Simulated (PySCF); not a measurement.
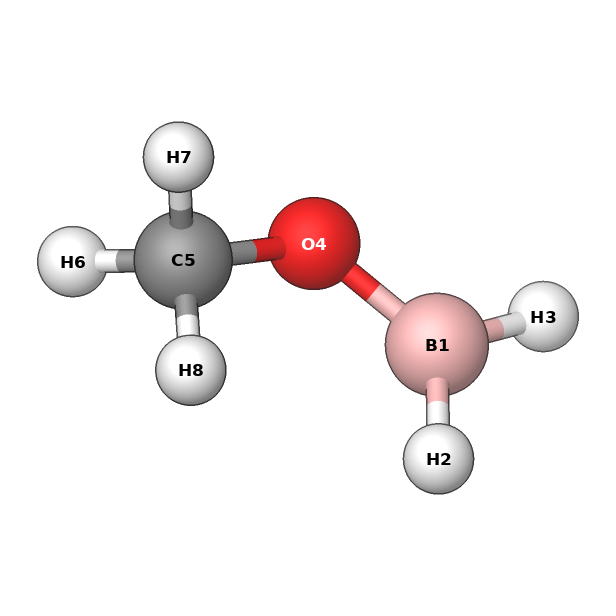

Computed geometry: PBE0-D3(BJ)/def2-SVP optimisation. No frequency run is at hand to confirm it as a minimum. Level of theory: delta-SCF UKS SCAN, pcX-2 on the ionised atom (unc-x2c-TZVPall on a metal), pcseg-1 elsewhere, spin-free X2C (PySCF 2.14.0).

Give the core-electron binding energies (to vacuum) of B1 1s, O4 1s, C5 1s.

```json
{"atom": "B1", "level": "1s", "binding energy (eV)": "196.7"}
{"atom": "O4", "level": "1s", "binding energy (eV)": "539.2"}
{"atom": "C5", "level": "1s", "binding energy (eV)": "292.7"}
```
